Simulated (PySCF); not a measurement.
## Electronic structure of C7H8O3S (methyl benzenesulfonate) in real space

```xyz
19

C     2.5465    1.2159   -0.1065
O     2.3910   -0.1744    0.0698
S     1.4046   -0.9279   -0.9685
O     1.5222   -0.3018   -2.2513
O     1.6808   -2.3180   -0.8339
C    -0.1877   -0.5520   -0.2594
C    -0.6104   -1.2847    0.8305
C    -1.8260   -0.9732    1.4176
C    -2.5928    0.0638    0.9069
C    -2.1542    0.7908   -0.1890
C    -0.9380    0.4823   -0.7788
H     2.5372    1.4501   -1.1731
H     1.7389    1.7555    0.3976
H     3.5052    1.4922    0.3305
H     0.0140   -2.0871    1.1889
H    -2.1755   -1.5366    2.2693
H    -3.5407    0.3048    1.3647
H    -2.7579    1.5941   -0.5831
H    -0.5669    1.0156   -1.6396
```

Geometry: GFN2-xTB.

The calculation used PySCF, PBE0/pcSseg-1, SCF density, in a chloroform solvent model, non-relativistic.

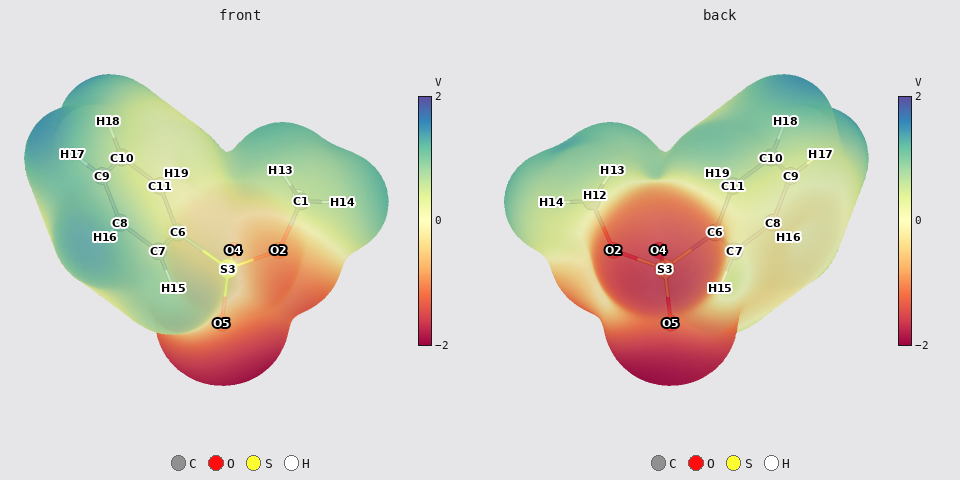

Figure 1. The molecular electrostatic potential painted on the density surface at 0.002 e/bohr³, seen from the front and from behind; red is negative and blue positive.

**Describe the electrostatic potential map.**

The most negative region (about −1.9 V) lies over O5, the most positive (about +1.5 V) over H17 and H18. O5 is the likeliest acceptor of a hydrogen bond.

**What dipole moment does the calculation give?**

Its dipole moment is 6.31 D.

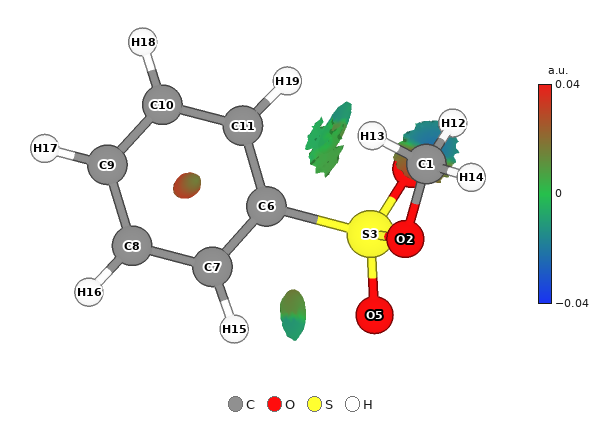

Figure 2. Non-covalent interaction (NCI) plot: the surface where the reduced density gradient is 0.6, for densities under 0.05 a.u., coloured by sign(λ₂)ρ; seen across its widest extent.

**Identify the weak interactions.**

- Between H19 and C11 on one side and O4 and S3 on the other: a weak contact, attractive (blue-green) on one side and crowded (olive to red) on the other
- H12···O4 (2.3 Å): a weak contact, attractive (blue-green) on one side and crowded (olive to red) on the other
- Between H13 and C1 on one side and C6 and C11 on the other: a weak contact (green)
- Near H15, O5 and C7: mostly steric crowding (olive to red)
- Inside the ring or cage of C6, C7, C8, C9, C10 and C11: steric crowding (red)

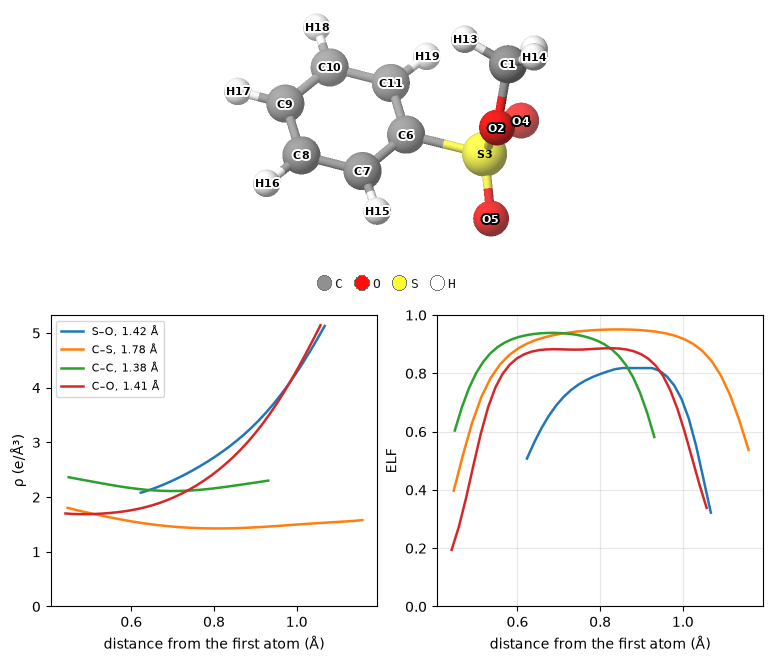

Figure 3. Total electron density and electron localisation function along straight lines between neighbouring atoms. The curves leave out the atomic cores. The structure is drawn too.

**Compare the contacts.**

S–O (1.42 Å): ρ at the midpoint is about 2.3 e/Å³; the ELF peaks at about 0.80 between the atoms (a polar covalent bond).
C–S (1.78 Å): ρ is about 1.4 e/Å³ halfway; the ELF peaks at about 0.95 between the atoms; a covalent bond.
C–C (1.38 Å): the density is about 2.1 e/Å³ at the midpoint; the ELF peaks at about 0.95 between the atoms; a covalent bond.
C–O (1.41 Å): ρ is about 2 e/Å³ halfway, with its minimum of 1.7 e/Å³ about 0.5 Å from C; the ELF peaks at about 0.90 between the atoms; a shared but strongly polarised pair.
